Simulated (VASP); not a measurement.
Band structure of PbF2 (fluorite). Computed with r2SCAN+rVV10, VASP's PBE PAW potentials (set 64) (plane waves; VASP).

Unless said otherwise, spin-orbit coupling is left out, though it shifts the bands of the heavy elements here.

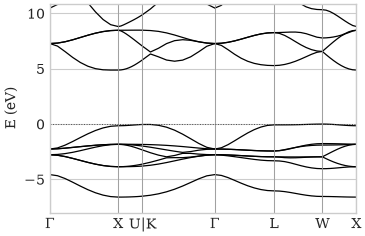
Figure. Bands along high-symmetry lines, zero at the valence-band maximum or, without a gap, the Fermi level

Question: Read the plot: is there a gap, and where are the band edges?

Answer: The gap is indirect, 4.88 eV, from the valence maximum at W to the conduction minimum at Γ-X at 0.89.

The compound is PbF2 in the fluorite structure, the β form. It was relaxed first.
